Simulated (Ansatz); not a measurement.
S2Si (SMILES S=[Si]=S)

```yaml
atoms:
  - { symbol: S, position_ang: [0.0000, 0.0000, -1.9390] }
  - { symbol: S, position_ang: [0.0000, 0.0000, 1.9390] }
  - { symbol: Si, position_ang: [0.0000, 0.0000, 0.0000] }
```

Geometry: B3LYP/6-31G*.

Theory: Ansatz, isolated molecule in a Gaussian basis; Kohn-Sham density functional theory, functional PBE0.

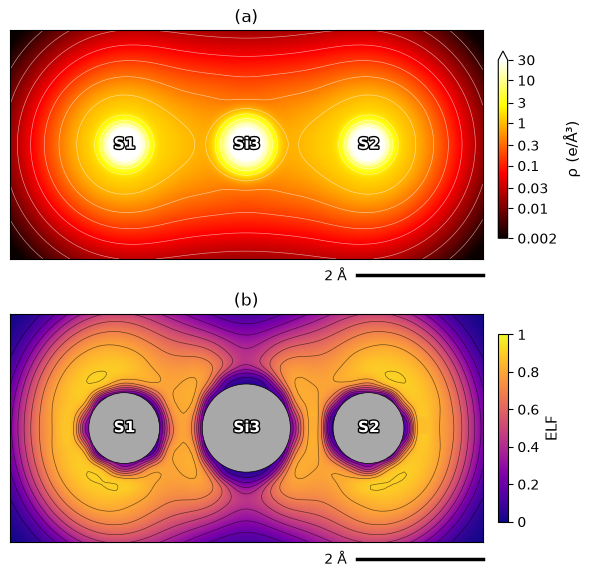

Figure 1. (a) electron density; (b) electron localisation function on a plane that holds the molecular axis. Grey discs cover the atomic cores in the ELF map.

Read the bonding off the picture.

Answer. The plane passes through S and Si nuclei. Si–S (1.94 Å): ρ is about 1 e/Å³ halfway; the ELF peaks at about 0.80 between the atoms (a covalent bond). The ELF also peaks beside S1 and S2, away from the bonds: lone-pair regions.

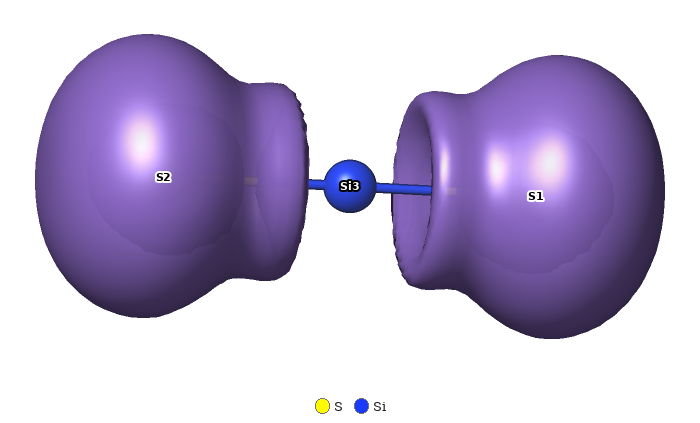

Figure 2. Isosurface of the electron localisation function at 0.75 (purple), seen from one side. Only the valence region is drawn (cores and ρ < 0.01 e/Å³ removed).

Describe the localisation domains.

Answer. The ELF exceeds this value in two regions on S in which the atom's valence shell and bonds are merged.

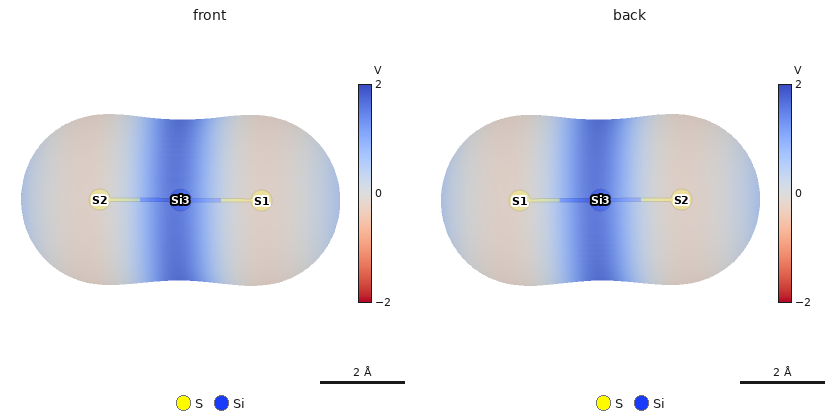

Figure 3. The electrostatic potential painted on the density surface at 0.002 e/bohr³, seen from the front and from behind; red is negative and blue positive.

Which sites attract a positive test charge, and which a negative one?

Answer. A positive charge is drawn to the negative regions and a negative charge to the positive ones. The most negative region (about −0.2 V) lies over S1 and S2, the most positive (about +1.6 V) over Si3.
